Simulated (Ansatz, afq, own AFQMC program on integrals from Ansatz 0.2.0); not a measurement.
# SiH₃+ (triplet): AFQMC on the coupled-cluster ladder at distance Si1–H3 = 2.058 Å, 6-31G

Aim: compute SiH₃+ (triplet) with auxiliary-field quantum Monte Carlo on the same integrals as coupled cluster, and set the energies side by side.

Program: Ansatz 0.2.0, Gaussian basis, and an in-house AFQMC program (afq) on its integrals; all values are calculated. Level of theory: 6-31G, frozen cores. These are calculated values, not measurements.

Plan: Full CI; PBE (unrestricted); r2SCAN (unrestricted); PBE0 (unrestricted); B3LYP (unrestricted); wB97M-V (unrestricted); B2PLYP (unrestricted); CCSD(T) on UHF; Full CI; Full CI (quintet); CCSDT(Q) on UHF; CCSDTQ on UHF; Phaseless AFQMC, CISD trial on UHF; Phaseless AFQMC, single-determinant trial on UHF.

3 further runs of the same task are left out: 3 that didn't finish.

## 1. The system

The geometry derives from a PBE0/def2-TZVP stationary point (not a proven minimum). One bond is set to the value named and the two fragments are kept rigid.

4 atoms, charge 1, spin multiplicity 3.

Atoms are counted from 1 here; the program's logs count them from 0.

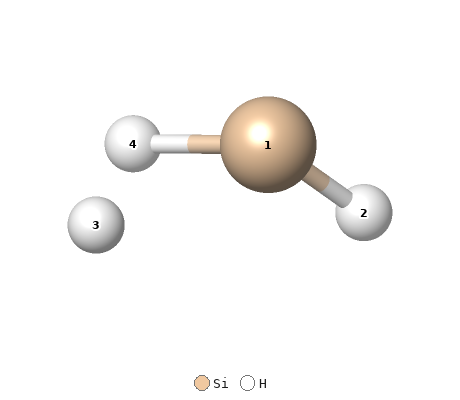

The structure; silicon light orange, hydrogen white; atoms are numbered from 1 in the order of the file.

## 2. Full CI

Contents of in.yaml:

```yaml
crystal:
  periodic: [false, false, false]
  atoms:
    - {symbol: Si, position_ang: [-0.003058, 0.070417, -0.089760]}
    - {symbol: H, position_ang: [-0.003058, -1.222730, -0.834492]}
    - {symbol: H, position_ang: [0.530658, -0.412386, 1.838299]}
    - {symbol: H, position_ang: [-0.442379, -0.326995, 1.497294]}
basis:
  gaussian: {orbitals: 6-31G}
total_charge: 1
magnetization: {spin_polarized: false, initial_magnetization: 2}
correlation: {method: fci, electrons: outside_noble_gas}
```

Run with:

```sh
> ansatz run in.yaml --threads 1 --pin off --events-out ev --progress --plain --max-ram 24576MiB --backend cuda --devices 0, --max-vram 18GiB
```

The program printed:

```text
Functional definition: HF
  name "HF"
  cite "Fock, Z. Phys. 61, 126 (1930) doi:10.1007/BF01340294"
  parent pbe
  exchange = exact_x
  correlation = 0
403 factors; integrals over basis functions are off by at most 4.0e-8 eV
mean field evaluation 1: about -7895.2973 eV, gradient 6.4e0 eV
mean field evaluation 2: about -7895.3009 eV, gradient 6.4e0 eV
mean field evaluation 4: about -7895.8447 eV, gradient 6.7e-1 eV
mean field evaluation 8: about -7895.8582 eV, gradient 2.5e-3 eV
mean field -7895.85823105 eV, -290.1674379860 hartree, gradient 5.0e-6 eV, S^2 2.000000; 0 other end points of the search recorded, 0 dependent functions left out
mean field evaluation 16: about -7895.8859 eV, gradient 1.3e-1 eV
5 core orbitals not correlated: weight in the atoms' cores, before any rotation towards them, 1.000 or more for the frozen orbitals, at most 0.000 for the correlated occupied ones
reference -7895.85823105 eV, -290.1674379860 hartree; 4, 2 occupied and 10, 12 virtual orbitals, 403 factors
state -7897.69752333 eV, -290.2350307307 hartree
Total energy: -7897.69752333 eV, -290.2350307307 hartree
```

It took 8.5 s on 1 × NVIDIA H100 80GB HBM3 with 1 thread of AMD EPYC 7R13 (Zen 3), shared host; peak host memory 1.5 GiB.

From the report: 132,496 determinants, symmetry A.

## 3. PBE (unrestricted)

Changes to in.yaml since step 2:

```diff
@@ -10,3 +10,4 @@
 total_charge: 1
-magnetization: {spin_polarized: false, initial_magnetization: 2}
-correlation: {method: fci, electrons: outside_noble_gas}
+magnetization: {spin_polarized: true, initial_magnetization: 2}
+hamiltonian: {xc: {name: PBE}}
+output: {orbitals: {seedname: orbitals}}
```

Run with:

```sh
> ansatz run in.yaml --threads 1 --pin off --events-out ev --progress --plain --max-ram 8192MiB --backend cpu
```

The program printed:

```text
Functional definition: PBE
  name "PBE"
  cite "Perdew, Burke & Ernzerhof, Phys. Rev. Lett. 77, 3865 (1996) doi:10.1103/PhysRevLett.77.3865"
  parent pbe
  parameter kappa = 0.804
  parameter beta = 0.06672455060314922
  exchange = pbe_x(kappa = kappa, mu = beta*pi^2/3)
  correlation = pbe_c(beta = beta)
236 factors; integrals over basis functions are off by at most 7.5e-4 eV
mean field evaluation 1: about -7907.5109 eV, gradient 5.6e0 eV
mean field evaluation 2: about -7907.7551 eV, gradient 3.1e0 eV
mean field evaluation 4: about -7907.8590 eV, gradient 2.7e-1 eV
mean field evaluation 8: about -7907.8547 eV, gradient 6.4e-3 eV
mean field -7907.85472391 eV, -290.6083009674 hartree, gradient 5.8e-6 eV, S^2 2.001059; 0 other end points of the search recorded, 0 dependent functions left out
reference -7907.85475564 eV, -290.6083021335 hartree; 9, 7 occupied and 10, 12 virtual orbitals, 236 factors
Total energy: -7907.85475564 eV, -290.6083021335 hartree
```

It took 0.37 s on 1 thread of AMD EPYC 7R13 (Zen 3), shared host; peak memory 1.5 GiB.

From the report: ⟨S²⟩ of the determinant 2.001 (pure triplet: 2.00).

## 4. r2SCAN (unrestricted)

Changes to in.yaml since step 3:

```diff
@@ -11,3 +11,2 @@
 magnetization: {spin_polarized: true, initial_magnetization: 2}
-hamiltonian: {xc: {name: PBE}}
-output: {orbitals: {seedname: orbitals}}
+hamiltonian: {xc: {name: r2SCAN}}
```

Same command.

The program printed:

```text
Functional definition: r2SCAN
  name "r2SCAN"
  cite "Furness, Kaplan, Ning, Perdew & Sun, J. Phys. Chem. Lett. 11, 8208 (2020) doi:10.1021/acs.jpclett.0c02405"
  cite "Furness, Kaplan, Ning, Perdew & Sun, J. Phys. Chem. Lett. 11, 9248 (2020) doi:10.1021/acs.jpclett.0c03077"
  parent r2scan
  parameter k0 = 0.174
  parameter k1 = 0.065
  parameter a1 = 4.9479
  exchange = r2scan_x(k0 = k0, k1 = k1, a1 = a1)
  correlation = r2scan_c
236 factors; integrals over basis functions are off by at most 7.5e-4 eV
mean field evaluation 1: about -7910.9971 eV, gradient 4.4e0 eV
mean field evaluation 2: about -7911.1905 eV, gradient 1.9e0 eV
mean field evaluation 4: about -7911.2334 eV, gradient 2.2e-1 eV
mean field evaluation 8: about -7911.2282 eV, gradient 5.7e-3 eV
mean field -7911.22816917 eV, -290.7322727940 hartree, gradient 6.1e-5 eV, S^2 2.002108; 0 other end points of the search recorded, 0 dependent functions left out
reference -7911.22817945 eV, -290.7322731719 hartree; 9, 7 occupied and 10, 12 virtual orbitals, 236 factors
Total energy: -7911.22817945 eV, -290.7322731719 hartree
```

It took 0.79 s on 1 thread of AMD EPYC 7R13 (Zen 3), shared host; peak memory 1.5 GiB.

From the report: ⟨S²⟩ of the determinant 2.002 (pure triplet: 2.00).

## 5. PBE0 (unrestricted)

Changes to in.yaml since step 4:

```diff
@@ -11,2 +11,3 @@
 magnetization: {spin_polarized: true, initial_magnetization: 2}
-hamiltonian: {xc: {name: r2SCAN}}
+hamiltonian: {xc: {name: PBE0}}
+output: {orbitals: {seedname: orbitals}}
```

Same command.

The program printed:

```text
Functional definition: PBE0
  name "PBE0"
  cite "Adamo & Barone, J. Chem. Phys. 110, 6158 (1999) doi:10.1063/1.478522"
  cite "Perdew, Burke & Ernzerhof, Phys. Rev. Lett. 77, 3865 (1996) doi:10.1103/PhysRevLett.77.3865"
  parent pbe
  parameter a = 0.25
  parameter kappa = 0.804
  parameter beta = 0.06672455060314922
  exchange = (1 - a)*pbe_x(kappa = kappa, mu = beta*pi^2/3) + a*exact_x
  correlation = pbe_c(beta = beta)
236 factors; integrals over basis functions are off by at most 7.5e-4 eV
mean field evaluation 1: about -7908.2929 eV, gradient 3.9e0 eV
mean field evaluation 2: about -7908.4665 eV, gradient 1.3e0 eV
mean field evaluation 4: about -7908.4893 eV, gradient 1.4e-1 eV
mean field evaluation 8: about -7908.4877 eV, gradient 5.0e-3 eV
mean field -7908.48770913 eV, -290.6315627449 hartree, gradient 2.6e-5 eV, S^2 2.001766; 0 other end points of the search recorded, 0 dependent functions left out
reference -7908.48773292 eV, -290.6315636194 hartree; 9, 7 occupied and 10, 12 virtual orbitals, 236 factors
Total energy: -7908.48773292 eV, -290.6315636194 hartree
```

Run time: 0.43 s. Hardware: 1 thread of AMD EPYC 7R13 (Zen 3), shared host; peak memory 1.5 GiB.

From the report: ⟨S²⟩ of the determinant 2.002 (pure triplet: 2.00).

## 6. B3LYP (unrestricted)

Changes to in.yaml since step 5:

```diff
@@ -11,3 +11,2 @@
 magnetization: {spin_polarized: true, initial_magnetization: 2}
-hamiltonian: {xc: {name: PBE0}}
-output: {orbitals: {seedname: orbitals}}
+hamiltonian: {xc: {name: B3LYP}}
```

Same command.

The program printed (excerpt; [...] marks lines left out):

```text
Functional definition: B3LYP
  name "B3LYP"
  cite "Stephens, Devlin, Chabalowski & Frisch, J. Phys. Chem. 98, 11623 (1994) doi:10.1021/j100096a001"
  cite "Becke, Phys. Rev. A 38, 3098 (1988) doi:10.1103/PhysRevA.38.3098"
  cite "Lee, Yang & Parr, Phys. Rev. B 37, 785 (1988) doi:10.1103/PhysRevB.37.785"
  cite "Vosko, Wilk & Nusair, Can. J. Phys. 58, 1200 (1980) doi:10.1139/p80-159"
[...]
236 factors; integrals over basis functions are off by at most 7.5e-4 eV
[...]
mean field -7912.56407426 eV, -290.7813664004 hartree, gradient 7.6e-5 eV, S^2 2.002089; 0 other end points of the search recorded, 0 dependent functions left out
reference -7912.56425886 eV, -290.7813731843 hartree; 9, 7 occupied and 10, 12 virtual orbitals, 236 factors
Total energy: -7912.56425886 eV, -290.7813731843 hartree
```

Run time: 0.39 s. Hardware: 1 thread of AMD EPYC 7R13 (Zen 3), shared host; peak memory 1.5 GiB.

From the report: ⟨S²⟩ of the determinant 2.002 (pure triplet: 2.00).

## 7. wB97M-V (unrestricted)

Changes to in.yaml since step 6:

```diff
@@ -11,2 +11,3 @@
 magnetization: {spin_polarized: true, initial_magnetization: 2}
-hamiltonian: {xc: {name: B3LYP}}
+hamiltonian: {xc: {name: wB97M-V}}
+output: {orbitals: {seedname: orbitals}}
```

The command is unchanged.

The program printed (excerpt; [...] marks lines left out):

```text
Functional definition: wB97M-V
  name "wB97M-V"
  cite "Mardirossian & Head-Gordon, J. Chem. Phys. 144, 214110 (2016) doi:10.1063/1.4952647"
  cite "Becke, J. Chem. Phys. 107, 8554 (1997) doi:10.1063/1.475007"
  cite "Vydrov & Van Voorhis, J. Chem. Phys. 133, 244103 (2010) doi:10.1063/1.3521275"
  # Of w^i u^j: cxij and so on, Table III.
[...]
  gx(w, u) = 1 - cx + cx01*u + cx10*w
  gss(w, u) = css00 + css04*u^4 + css10*w + css20*w^2 + css43*w^4*u^3
  gos(w, u) = cos00 + cos10*w + (cos20 + cos21*u)*w^2 + (cos60 + cos61*u)*w^6
[...]
      + integral(e_c_pw_mod_opposite_spin*gos(b97_w_opposite, b97_u_opposite)) + vv10(b, c)
236 factors; integrals over basis functions are off by at most 7.5e-4 eV
103 factors; integrals over basis functions are off by at most 3.9e-6 eV
[...]
mean field -7910.85837615 eV, -290.7186831510 hartree, gradient 8.4e-5 eV, S^2 2.001784; 0 other end points of the search recorded, 0 dependent functions left out
reference -7910.85840643 eV, -290.7186842640 hartree; 9, 7 occupied and 10, 12 virtual orbitals, 236 factors
Total energy: -7910.85840643 eV, -290.7186842640 hartree
```

It took 1.3 s on 1 thread of AMD EPYC 7R13 (Zen 3), shared host; peak memory 1.5 GiB.

From the report: ⟨S²⟩ of the determinant 2.002 (pure triplet: 2.00).

## 8. B2PLYP (unrestricted)

Changes to in.yaml since step 7:

```diff
@@ -11,3 +11,3 @@
 magnetization: {spin_polarized: true, initial_magnetization: 2}
-hamiltonian: {xc: {name: wB97M-V}}
-output: {orbitals: {seedname: orbitals}}
+hamiltonian: {xc: {name: B2PLYP}}
+correlation: {electrons: outside_noble_gas}
```

Same command.

The program printed (excerpt; [...] marks lines left out):

```text
Functional definition: B2PLYP
  name "B2PLYP"
  cite "Grimme, J. Chem. Phys. 124, 034108 (2006) doi:10.1063/1.2148954"
  cite "Becke, Phys. Rev. A 38, 3098 (1988) doi:10.1103/PhysRevA.38.3098"
  cite "Lee, Yang & Parr, Phys. Rev. B 37, 785 (1988) doi:10.1103/PhysRevB.37.785"
[...]
236 factors; integrals over basis functions are off by at most 7.5e-4 eV
[...]
mean field -7907.43020694 eV, -290.5927002565 hartree, gradient 2.2e-6 eV, S^2 2.004194; 0 other end points of the search recorded, 0 dependent functions left out
5 core orbitals not correlated: weight in the atoms' cores, before any rotation towards them, 1.000 or more for the frozen orbitals, at most 0.000 for the correlated occupied ones
reference -7907.43032404 eV, -290.5927045597 hartree; 4, 2 occupied and 10, 12 virtual orbitals, 236 factors
second order -1.59706612 eV of doubles, -0.00000000 eV of singles
Total energy: -7907.86153190 eV, -290.6085511561 hartree
```

It took 0.42 s on 1 thread of AMD EPYC 7R13 (Zen 3), shared host; peak memory 1.5 GiB.

From the report: ⟨S²⟩ of the determinant 2.004 (pure triplet: 2.00).

## 9. CCSD(T) on UHF

Changes to in.yaml since step 8:

```diff
@@ -11,3 +11,2 @@
 magnetization: {spin_polarized: true, initial_magnetization: 2}
-hamiltonian: {xc: {name: B2PLYP}}
-correlation: {electrons: outside_noble_gas}
+correlation: {method: ccsd_t, electrons: outside_noble_gas, hamiltonian_folder: ham}
```

Run with:

```sh
> ansatz run in.yaml --threads 1 --pin off --events-out ev --progress --plain --max-ram 24576MiB --backend cuda --devices 0, --max-vram 18GiB
```

The program printed (excerpt; [...] marks lines left out):

```text
Functional definition: HF
  name "HF"
  cite "Fock, Z. Phys. 61, 126 (1930) doi:10.1007/BF01340294"
  parent pbe
[...]
236 factors; integrals over basis functions are off by at most 7.5e-4 eV
[...]
mean field -7895.88703320 eV, -290.1684964455 hartree, gradient 2.5e-6 eV, S^2 2.005902; 1 other end points of the search recorded, 0 dependent functions left out
determinant -7895.88703320 eV, -290.1684964455 hartree, with singles and doubles -7897.66142061 eV, -290.2337039801 hartree
determinant -7893.32480476 eV, -290.0743362873 hartree, with singles and doubles -7894.98895634 eV, -290.1354927299 hartree
5 core orbitals not correlated: weight in the atoms' cores, before any rotation towards them, 1.000 or more for the frozen orbitals, at most 0.000 for the correlated occupied ones
reference -7895.88703320 eV, -290.1684964455 hartree; 4, 2 occupied and 10, 12 virtual orbitals, 236 factors
second order -1.20227968 eV of doubles, -0.00000000 eV of singles
cycle   1  -1.77446087 eV  change   -7.3e-5 eV  update   5.5e-4
[...]
cycle   7  -1.77457670 eV  change    1.7e-6 eV  update   3.4e-6
perturbative correction -0.02321862 eV, -0.0008532684 hartree
Total energy: -7897.68482852 eV, -290.2345642049 hartree
```

It took 10 s on 1 × NVIDIA H100 80GB HBM3 with 1 thread of AMD EPYC 7R13 (Zen 3), shared host; peak host memory 1.5 GiB.

From the report: ⟨S²⟩ of the determinant 2.006 (pure triplet: 2.00); correlation -1.7978 eV; T1 0.016; largest double amplitude 0.05.

This run also writes the integrals to the folder ham.

## 10. Full CI

Contents of in.yaml:

```yaml
hamiltonian:
  integrals:
    folder: ../ham
correlation: {method: fci}
```

Launched as before.

The program printed:

```text
Functional definition: HF
  name "HF"
  cite "Fock, Z. Phys. 61, 126 (1930) doi:10.1007/BF01340294"
  parent pbe
  exchange = exact_x
  correlation = 0
reference -7895.88703320 eV, -290.1684964455 hartree; 4, 2 occupied and 10, 12 virtual orbitals, 236 factors
state -7897.69766799 eV, -290.2350360468 hartree
Total energy: -7897.69766799 eV, -290.2350360468 hartree
```

Wall time 9 s (1 × NVIDIA H100 80GB HBM3 with 1 thread of AMD EPYC 7R13 (Zen 3), shared host); peak host memory 1.5 GiB.

From the report: 91,091 determinants.

## 11. Full CI (quintet)

Contents of in.yaml:

```yaml
crystal:
  periodic: [false, false, false]
  atoms:
    - {symbol: Si, position_ang: [-0.003058, 0.070417, -0.089760]}
    - {symbol: H, position_ang: [-0.003058, -1.222730, -0.834492]}
    - {symbol: H, position_ang: [0.530658, -0.412386, 1.838299]}
    - {symbol: H, position_ang: [-0.442379, -0.326995, 1.497294]}
basis:
  gaussian: {orbitals: 6-31G}
total_charge: 1
magnetization: {spin_polarized: false, initial_magnetization: 4}
correlation: {method: fci, electrons: outside_noble_gas}
```

The command is unchanged.

The program printed:

```text
Functional definition: HF
  name "HF"
  cite "Fock, Z. Phys. 61, 126 (1930) doi:10.1007/BF01340294"
  parent pbe
  exchange = exact_x
  correlation = 0
403 factors; integrals over basis functions are off by at most 4.0e-8 eV
mean field evaluation 1: about -7888.3243 eV, gradient 8.2e0 eV
mean field evaluation 2: about -7888.3338 eV, gradient 8.2e0 eV
mean field evaluation 4: about -7889.1625 eV, gradient 1.0e0 eV
mean field evaluation 8: about -7889.2227 eV, gradient 1.9e-1 eV
mean field -7889.22536336 eV, -289.9236845944 hartree, gradient 3.4e-6 eV, S^2 6.000000; 0 other end points of the search recorded, 0 dependent functions left out
mean field evaluation 16: about -7889.1209 eV, gradient 2.3e0 eV
mean field evaluation 32: about -7889.2925 eV, gradient 5.9e-1 eV
5 core orbitals not correlated: weight in the atoms' cores, before any rotation towards them, 1.000 or more for the frozen orbitals, at most 0.000 for the correlated occupied ones
reference -7889.22536336 eV, -289.9236845944 hartree; 5, 1 occupied and 9, 13 virtual orbitals, 403 factors
state -7890.60915935 eV, -289.9745381592 hartree
Total energy: -7890.60915935 eV, -289.9745381592 hartree
```

Run time: 9.5 s. Hardware: 1 × NVIDIA H100 80GB HBM3 with 1 thread of AMD EPYC 7R13 (Zen 3), shared host; peak host memory 1.5 GiB.

From the report: 28,028 determinants, symmetry A.

## 12. CCSDT(Q) on UHF

Changes to in.yaml since step 11:

```diff
@@ -10,3 +10,3 @@
 total_charge: 1
-magnetization: {spin_polarized: false, initial_magnetization: 4}
-correlation: {method: fci, electrons: outside_noble_gas}
+magnetization: {spin_polarized: true, initial_magnetization: 2}
+correlation: {method: ccsdt_q, electrons: outside_noble_gas}
```

Same command.

The program printed (excerpt; [...] marks lines left out):

```text
Functional definition: HF
  name "HF"
  cite "Fock, Z. Phys. 61, 126 (1930) doi:10.1007/BF01340294"
  parent pbe
[...]
403 factors; integrals over basis functions are off by at most 4.0e-8 eV
[...]
mean field -7895.88710565 eV, -290.1684991083 hartree, gradient 9.9e-7 eV, S^2 2.005902; 1 other end points of the search recorded, 0 dependent functions left out
determinant -7895.88710565 eV, -290.1684991083 hartree, with singles and doubles -7897.66150190 eV, -290.2337069676 hartree
determinant -7893.32494471 eV, -290.0743414303 hartree, with singles and doubles -7894.98909103 eV, -290.1354976794 hartree
5 core orbitals not correlated: weight in the atoms' cores, before any rotation towards them, 1.000 or more for the frozen orbitals, at most 0.000 for the correlated occupied ones
reference -7895.88710565 eV, -290.1684991083 hartree; 4, 2 occupied and 10, 12 virtual orbitals, 403 factors
second order -1.20231010 eV of doubles, -0.00000000 eV of singles
cycle   1  -1.55077665 eV  change   -3.5e-1 eV  update   5.7e-2
[...]
cycle  15  -1.80993421 eV  change   -4.1e-7 eV  update   3.7e-7
perturbative correction -0.00047869 eV, -0.0000175914 hartree
Total energy: -7897.69751855 eV, -290.2350305552 hartree
```

Wall time 12 s (1 × NVIDIA H100 80GB HBM3 with 1 thread of AMD EPYC 7R13 (Zen 3), shared host); peak host memory 1.5 GiB.

From the report: ⟨S²⟩ of the determinant 2.006 (pure triplet: 2.00); correlation -1.8104 eV; T1 0.017; largest double amplitude 0.05.

## 13. CCSDTQ on UHF

Changes to in.yaml since step 12:

```diff
@@ -11,2 +11,2 @@
 magnetization: {spin_polarized: true, initial_magnetization: 2}
-correlation: {method: ccsdt_q, electrons: outside_noble_gas}
+correlation: {method: ccsdtq, electrons: outside_noble_gas}
```

Launched as before.

The program printed (excerpt; [...] marks lines left out):

```text
Functional definition: HF
  name "HF"
  cite "Fock, Z. Phys. 61, 126 (1930) doi:10.1007/BF01340294"
  parent pbe
[...]
403 factors; integrals over basis functions are off by at most 4.0e-8 eV
[...]
mean field -7895.88710565 eV, -290.1684991083 hartree, gradient 9.9e-7 eV, S^2 2.005902; 1 other end points of the search recorded, 0 dependent functions left out
determinant -7895.88710565 eV, -290.1684991083 hartree, with singles and doubles -7897.66150190 eV, -290.2337069676 hartree
determinant -7893.32494471 eV, -290.0743414303 hartree, with singles and doubles -7894.98909103 eV, -290.1354976794 hartree
5 core orbitals not correlated: weight in the atoms' cores, before any rotation towards them, 1.000 or more for the frozen orbitals, at most 0.000 for the correlated occupied ones
reference -7895.88710565 eV, -290.1684991083 hartree; 4, 2 occupied and 10, 12 virtual orbitals, 403 factors
second order -1.20231010 eV of doubles, -0.00000000 eV of singles
cycle   1  -1.55077722 eV  change   -3.5e-1 eV  update   5.7e-2
[...]
cycle  15  -1.81062951 eV  change   -7.1e-7 eV  update   5.3e-7
Total energy: -7897.69773517 eV, -290.2350385156 hartree
```

It took 22 s on 1 × NVIDIA H100 80GB HBM3 with 1 thread of AMD EPYC 7R13 (Zen 3), shared host; peak host memory 1.5 GiB.

From the report: ⟨S²⟩ of the determinant 2.006 (pure triplet: 2.00); correlation -1.8106 eV; T1 0.017; largest double amplitude 0.05.

(Part 1 of 2 ends here.)
